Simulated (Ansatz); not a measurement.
# C₆H₁₈InN₃: small, medium and large basis sets

How large a basis does C₆H₁₈InN₃ need? Two functionals are run in growing sets.

Program: Ansatz 0.2.0, Gaussian basis. Level of theory: one geometry, several basis sets. These are calculated values, not measurements.

Levels to be run: PBE0-D4/def2-SVP; ωB97M-V/def2-SVP; PBE0-D4/def2-QZVPP; ωB97M-V/def2-QZVPP; the functionals' def2-TZVPP values are taken from earlier runs.

**1. The geometry**

The geometry comes from an earlier relaxation with PBE0-D4 in a triple-zeta def2 set; it is a stationary point, not always the lowest conformer. In takes the def2 core potential; no spin-orbit term is included.

28 atoms, charge 0, spin multiplicity 1.

Atoms are counted from 1 here; the program's logs count them from 0.

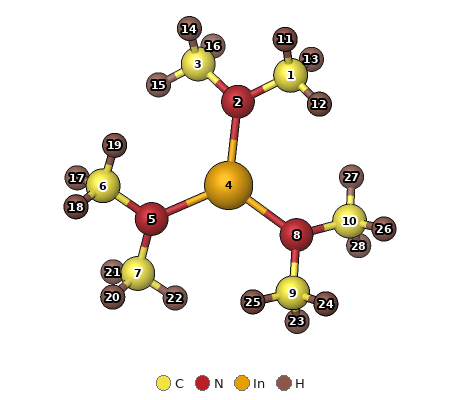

The structure; carbon yellow, nitrogen red, indium amber, hydrogen brown; atoms are numbered from 1 in the order of the file.

**2. PBE0-D4 in def2-SVP**

in.yaml reads:

```yaml
crystal:
  periodic: [false, false, false]
  atoms:
    - {symbol: C, position_ang: [2.159244, -1.528079, 1.503294]}
    - {symbol: N, position_ang: [1.285530, -0.386431, 1.507809]}
    - {symbol: C, position_ang: [1.673894, 0.603567, 2.475199]}
    - {symbol: In, position_ang: [-0.007340, -0.007922, 0.004394]}
    - {symbol: N, position_ang: [-1.559535, 1.245677, 0.311793]}
    - {symbol: C, position_ang: [-1.876778, 1.773967, 1.610645]}
    - {symbol: C, position_ang: [-2.207868, 1.964523, -0.751067]}
    - {symbol: N, position_ang: [0.054755, -1.130399, -1.672207]}
    - {symbol: C, position_ang: [-1.042743, -1.193339, -2.598686]}
    - {symbol: C, position_ang: [1.278184, -1.640702, -2.228523]}
    - {symbol: H, position_ang: [2.191124, -2.001820, 2.497158]}
    - {symbol: H, position_ang: [1.815260, -2.286953, 0.796566]}
    - {symbol: H, position_ang: [3.200023, -1.271851, 1.241057]}
    - {symbol: H, position_ang: [1.660152, 0.189548, 3.495997]}
    - {symbol: H, position_ang: [0.996811, 1.460848, 2.461501]}
    - {symbol: H, position_ang: [2.693387, 0.987710, 2.302442]}
    - {symbol: H, position_ang: [-1.551706, 2.820413, 1.740485]}
    - {symbol: H, position_ang: [-2.963950, 1.756567, 1.786227]}
    - {symbol: H, position_ang: [-1.413858, 1.181049, 2.402990]}
    - {symbol: H, position_ang: [-3.303927, 1.921449, -0.649606]}
    - {symbol: H, position_ang: [-1.932789, 3.032540, -0.769925]}
    - {symbol: H, position_ang: [-1.953774, 1.546068, -1.727725]}
    - {symbol: H, position_ang: [-0.873201, -0.590479, -3.507215]}
    - {symbol: H, position_ang: [-1.214778, -2.228426, -2.933641]}
    - {symbol: H, position_ang: [-1.970482, -0.846523, -2.137509]}
    - {symbol: H, position_ang: [1.171949, -2.697207, -2.521990]}
    - {symbol: H, position_ang: [2.097756, -1.582702, -1.508461]}
    - {symbol: H, position_ang: [1.594649, -1.091083, -3.131023]}
basis:
  gaussian: {orbitals: def2-SVP}
hamiltonian: {xc: pbe0, dispersion: d4}
output: {orbitals: {seedname: orbitals}}
```

Started as:

```sh
$ ansatz run in.yaml --threads 4 --pin off --events-out ev --progress --plain --max-ram 63488MiB --backend cpu
```

After this run come: ωB97M-V in def2-SVP; PBE0-D4 in def2-QZVPP; ωB97M-V in def2-QZVPP.

Before running them: what should the planned runs give, taken together? Wanted: PBE0-D4: double and triple zeta above quadruple; ωB97M-V: double and triple zeta above quadruple.

The runs gave:

| quantity | value |
| --- | --- |
| PBE0-D4: double and triple zeta above quadruple | 13.12, 0.70 eV |
| ωB97M-V: double and triple zeta above quadruple | 13.74, 0.69 eV |

In words: For PBE0-D4 the step from double to triple zeta gains 12.42 eV and the next only 0.70 eV. Total energies overstate the basis error of differences, where much of it tends to cancel. The LUMO of ωB97M-V is positive and keeps falling with the basis (1.22 to 0.54 eV): an unbound level that the basis holds in place.
